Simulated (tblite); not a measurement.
## Run report: GaAs3H6, geometry relaxation (part 2 of 2)

Continued. System: GaAs3H6. Method: GFN2-xTB geometry optimisation, gas phase (tblite 0.8.0). 

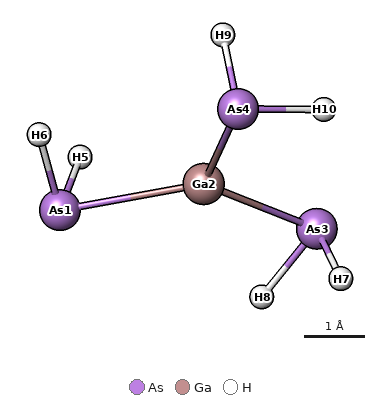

The geometry at step 84 of the log (ball-and-stick view, seen at a tilt; atoms are numbered from 1 in the order of the input).

## Trajectory as extended XYZ, continued
```
10
Properties=species:S:1:pos:R:3:forces:R:3 step=56 energy=-308.67315
As   -1.6427    0.8996    2.5816    0.0180   0.0420   0.0280
Ga    0.1053    0.5553    0.7907    0.0180  -0.0050   0.0050
As   -0.4811    0.8862   -1.6394   -0.0070   0.0170  -0.0120
As    2.4940    0.0186    1.4191   -0.0160   0.0190   0.0090
H    -1.1082    2.3302    2.6021   -0.0190  -0.0490  -0.0220
H    -0.5707    0.5276    3.5892   -0.0050   0.0020  -0.0150
H     0.1735   -0.4610   -1.8826    0.0100  -0.0130   0.0110
H    -1.7740    0.1607   -1.3178   -0.0080   0.0050   0.0080
H     2.7732    1.3982    0.8364    0.0010  -0.0110   0.0160
H     2.6379   -0.5551    0.0261    0.0090  -0.0070  -0.0280
10
Properties=species:S:1:pos:R:3:forces:R:3 step=60 energy=-308.67387
As   -1.6378    0.8931    2.5943   -0.0080  -0.0100  -0.0100
Ga    0.1018    0.5524    0.7908   -0.0010  -0.0020   0.0010
As   -0.4647    0.8833   -1.6450   -0.0080  -0.0010   0.0060
As    2.4847    0.0061    1.4137    0.0100  -0.0140  -0.0060
H    -1.1250    2.3262    2.5928    0.0020   0.0060  -0.0150
H    -0.5483    0.5437    3.5888    0.0060   0.0020   0.0000
H     0.1741   -0.4756   -1.8776   -0.0020   0.0080   0.0180
H    -1.7656    0.1762   -1.3161   -0.0180   0.0020  -0.0070
H     2.7595    1.3955    0.8566    0.0080   0.0080   0.0120
H     2.6283   -0.5407    0.0072    0.0100   0.0020   0.0010
10
Properties=species:S:1:pos:R:3:forces:R:3 step=64 energy=-308.67475
As   -1.6359    0.8825    2.6006    0.0410  -0.0470   0.0010
Ga    0.1004    0.5528    0.7891    0.0120  -0.0190   0.0100
As   -0.4595    0.8783   -1.6496   -0.0310   0.0490   0.0260
As    2.4850   -0.0167    1.4056   -0.0220   0.0270   0.0140
H    -1.1499    2.3221    2.5721    0.0080   0.0350  -0.0080
H    -0.5203    0.5640    3.5828   -0.0350   0.0160  -0.0190
H     0.1686   -0.4854   -1.8584   -0.0010  -0.0380   0.0040
H    -1.7725    0.1927   -1.3174    0.0040  -0.0040  -0.0130
H     2.7613    1.3930    0.8944    0.0060  -0.0270   0.0100
H     2.6298   -0.5231   -0.0138    0.0170   0.0080  -0.0220
10
Properties=species:S:1:pos:R:3:forces:R:3 step=68 energy=-308.67625
As   -1.6259    0.8622    2.6040    0.0160   0.0240  -0.0230
Ga    0.1050    0.5562    0.7862   -0.0040  -0.0230  -0.0160
As   -0.4659    0.8763   -1.6529    0.0200  -0.0190   0.0220
As    2.4824   -0.0434    1.3958   -0.0040  -0.0070  -0.0080
H    -1.1894    2.3221    2.5534   -0.0080  -0.0190  -0.0120
H    -0.4936    0.5965    3.5756    0.0010   0.0030   0.0210
H     0.1558   -0.5025   -1.8348   -0.0450   0.0320  -0.0020
H    -1.7906    0.2093   -1.3286    0.0190  -0.0070   0.0030
H     2.7830    1.3814    0.9494   -0.0020  -0.0150  -0.0040
H     2.6463   -0.4979   -0.0425    0.0070   0.0320   0.0190
10
Properties=species:S:1:pos:R:3:forces:R:3 step=72 energy=-308.67802
As   -1.6019    0.8330    2.6150   -0.0110  -0.0020   0.0060
Ga    0.1033    0.5343    0.7809    0.0220  -0.0150   0.0330
As   -0.4469    0.8718   -1.6472    0.0070   0.0270  -0.0230
As    2.4737   -0.0934    1.3743    0.0030  -0.0490  -0.0050
H    -1.2444    2.3080    2.4987    0.0050   0.0030  -0.0110
H    -0.4370    0.6606    3.5712   -0.0120   0.0120   0.0110
H     0.1263   -0.5270   -1.7877   -0.0020  -0.0250  -0.0470
H    -1.7935    0.2487   -1.3430   -0.0270  -0.0020   0.0210
H     2.7724    1.3566    1.0358    0.0020   0.0440   0.0010
H     2.6552   -0.4326   -0.0926    0.0140   0.0080   0.0120
10
Properties=species:S:1:pos:R:3:forces:R:3 step=76 energy=-308.67942
As   -1.5847    0.8127    2.6257   -0.0090  -0.0100   0.0170
Ga    0.1113    0.5247    0.7825   -0.0110   0.0000  -0.0220
As   -0.4361    0.8638   -1.6526   -0.0190  -0.0420   0.0110
As    2.4711   -0.1397    1.3541    0.0600   0.0460   0.0160
H    -1.3065    2.3001    2.4774    0.0120   0.0100  -0.0260
H    -0.3954    0.7198    3.5629   -0.0170   0.0070   0.0190
H     0.0964   -0.5570   -1.7816   -0.0100   0.0210  -0.0390
H    -1.8032    0.2777   -1.3484    0.0100   0.0230   0.0170
H     2.7856    1.3348    1.1125   -0.0310  -0.0420   0.0310
H     2.6687   -0.3767   -0.1271    0.0150  -0.0130  -0.0250
10
Properties=species:S:1:pos:R:3:forces:R:3 step=80 energy=-308.68545
As   -1.5013    0.7203    2.6349    0.0800   0.1970   0.0270
Ga    0.1737    0.4171    0.7743    0.0080   0.0190  -0.0530
As   -0.4505    0.8503   -1.6391   -0.0960  -0.1950   0.1190
As    2.5381   -0.3267    1.2690    0.0710   0.3240  -0.2600
H    -1.4889    2.1999    2.2311   -0.0290  -0.1430  -0.0150
H    -0.2984    1.0170    3.5194   -0.0440  -0.0570  -0.0150
H    -0.0984   -0.6314   -1.7915    0.0090   0.0980  -0.0360
H    -1.8620    0.4114   -1.2529    0.0970   0.0760  -0.0190
H     2.7985    1.1803    1.4884   -0.0710  -0.2270   0.0220
H     2.7964   -0.0780   -0.2281   -0.0250  -0.0930   0.2310
10
Properties=species:S:1:pos:R:3:forces:R:3 step=84 energy=-308.69705
As   -1.4942    0.7217    2.6277    0.0330   0.0390  -0.0150
Ga    0.1872    0.3872    0.7728    0.0240   0.0070   0.0000
As   -0.4672    0.8495   -1.6217   -0.0140  -0.0490   0.0680
As    2.5673   -0.3326    1.2558   -0.0420   0.0930  -0.1090
H    -1.4835    2.1731    2.1669   -0.0230  -0.0190  -0.0190
H    -0.3099    1.0466    3.5162    0.0160  -0.0240   0.0130
H    -0.1333   -0.6217   -1.8136    0.0220  -0.0020  -0.0340
H    -1.8658    0.4265   -1.2113   -0.0050   0.0320  -0.0020
H     2.7825    1.1528    1.5309   -0.0160  -0.0360   0.0220
H     2.8242   -0.0428   -0.2182    0.0060  -0.0400   0.0770
10
Properties=species:S:1:pos:R:3:forces:R:3 step=88 energy=-308.69988
As   -1.4769    0.7155    2.6217    0.0210  -0.0010   0.0040
Ga    0.2037    0.3661    0.7737   -0.0050   0.0050   0.0050
As   -0.4778    0.8427   -1.6015    0.0070   0.0060  -0.0140
As    2.5790   -0.3469    1.2342    0.0000   0.0040  -0.0120
H    -1.5050    2.1478    2.1089   -0.0030  -0.0010  -0.0010
H    -0.3050    1.0910    3.5088    0.0050  -0.0020  -0.0130
H    -0.1704   -0.6275   -1.8402    0.0000   0.0020   0.0050
H    -1.8775    0.4491   -1.1749   -0.0160  -0.0050  -0.0020
H     2.7803    1.1199    1.5930   -0.0090  -0.0110  -0.0100
H     2.8569    0.0023   -0.2182    0.0000   0.0040   0.0380
10
Properties=species:S:1:pos:R:3:forces:R:3 step=92 energy=-308.70020
As   -1.4698    0.7110    2.6168    0.0100   0.0100   0.0190
Ga    0.2082    0.3624    0.7730    0.0030  -0.0010  -0.0210
As   -0.4823    0.8448   -1.5995   -0.0190  -0.0040   0.0030
As    2.5819   -0.3549    1.2310   -0.0040   0.0050   0.0110
H    -1.5099    2.1383    2.0881   -0.0020  -0.0090   0.0090
H    -0.2976    1.1032    3.4971   -0.0010   0.0010  -0.0140
H    -0.1828   -0.6265   -1.8389    0.0050  -0.0020   0.0000
H    -1.8816    0.4538   -1.1606    0.0080   0.0070  -0.0120
H     2.7770    1.1073    1.6092   -0.0060  -0.0050   0.0060
H     2.8640    0.0205   -0.2108    0.0070  -0.0020  -0.0030
10
Properties=species:S:1:pos:R:3:forces:R:3 step=96 energy=-308.70096
As   -1.4470    0.7043    2.6277    0.0240  -0.0090  -0.0070
Ga    0.2158    0.3615    0.7621   -0.0160  -0.0110   0.0070
As   -0.4934    0.8391   -1.6057    0.0200  -0.0040  -0.0180
As    2.5853   -0.3762    1.2179   -0.0080   0.0160  -0.0220
H    -1.5506    2.1166    2.0682    0.0180  -0.0100   0.0220
H    -0.2645    1.1462    3.4712   -0.0150   0.0200  -0.0190
H    -0.2115   -0.6386   -1.8381   -0.0070   0.0180   0.0050
H    -1.8940    0.4723   -1.1587   -0.0110  -0.0100   0.0020
H     2.7784    1.0657    1.6617   -0.0050   0.0100   0.0260
H     2.8887    0.0693   -0.2008   -0.0010  -0.0210   0.0030
10
Properties=species:S:1:pos:R:3:forces:R:3 step=100 energy=-308.70176
As   -1.4122    0.6922    2.6454   -0.0060   0.0310  -0.0110
Ga    0.2153    0.3533    0.7515   -0.0070   0.0100  -0.0080
As   -0.4929    0.8317   -1.6182   -0.0300  -0.0030   0.0170
As    2.5801   -0.3947    1.1970    0.0240   0.0320  -0.0110
H    -1.5869    2.0892    2.0613    0.0140  -0.0380   0.0170
H    -0.2288    1.2049    3.4450   -0.0010   0.0040  -0.0140
H    -0.2373   -0.6523   -1.8318   -0.0050   0.0020  -0.0050
H    -1.9054    0.4943   -1.1719    0.0350   0.0000  -0.0090
H     2.7642    1.0244    1.7222   -0.0090  -0.0260  -0.0060
H     2.9110    0.1173   -0.1950   -0.0160  -0.0110   0.0290
10
Properties=species:S:1:pos:R:3:forces:R:3 step=104 energy=-308.70222
As   -1.3982    0.6886    2.6439    0.0010  -0.0020   0.0110
Ga    0.2215    0.3461    0.7456    0.0010   0.0020  -0.0040
As   -0.5000    0.8315   -1.6183    0.0100   0.0040   0.0050
As    2.5866   -0.4036    1.1919   -0.0040   0.0040   0.0020
H    -1.5979    2.0715    2.0443    0.0060   0.0000  -0.0020
H    -0.2131    1.2305    3.4217   -0.0040   0.0010  -0.0070
H    -0.2572   -0.6538   -1.8381   -0.0030   0.0020  -0.0040
H    -1.9054    0.5029   -1.1554   -0.0080  -0.0080  -0.0020
H     2.7532    1.0015    1.7528    0.0020  -0.0030   0.0020
H     2.9178    0.1450   -0.1831   -0.0010   0.0000   0.0000
10
Properties=species:S:1:pos:R:3:forces:R:3 step=106 energy=-308.70225
As   -1.3925    0.6866    2.6454   -0.0040  -0.0020   0.0030
Ga    0.2230    0.3452    0.7429   -0.0010   0.0000   0.0030
As   -0.5029    0.8314   -1.6185    0.0040   0.0000   0.0000
As    2.5870   -0.4065    1.1894   -0.0010  -0.0020   0.0010
H    -1.6025    2.0651    2.0396    0.0020   0.0010  -0.0030
H    -0.2080    1.2407    3.4140    0.0050   0.0020   0.0010
H    -0.2637   -0.6547   -1.8389   -0.0020   0.0050  -0.0030
H    -1.9087    0.5054   -1.1535   -0.0030  -0.0070  -0.0020
H     2.7520    0.9926    1.7644    0.0020   0.0010   0.0010
H     2.9235    0.1544   -0.1793   -0.0020   0.0010   0.0000
```

This output came from the following input.

## Input
```
{"job": {"kind": "relax", "xc": "GFN2-xTB", "basis": "xTB"}, "charge": 0, "multiplicity": 1}
As    -1.192866     1.165942     2.545978
Ga     0.242204     1.103550     0.619018
As    -0.757141     0.427359    -1.450811
As     2.497287     0.300197     0.998825
H     -1.674283     2.497351     2.979565
H     -0.851986     0.205413     3.623428
H      0.109354    -0.395019    -2.384940
H     -2.207187     0.037406    -1.364188
H      3.553007     1.344139     1.188555
H      2.888817    -0.926150     0.249998
```

The first line tells a small driver script what to run in tblite; the rest is the geometry in Å.

Run as:
```bash
OMP_NUM_THREADS=1 python <driver script> task.json out
```

## Key numbers

```tsv
quantity	value
outcome	converged
total energy	−308.7023 eV
hardware	1 CPU thread, shared host
wall time	1.6 s
peak memory	0.17 GiB
```
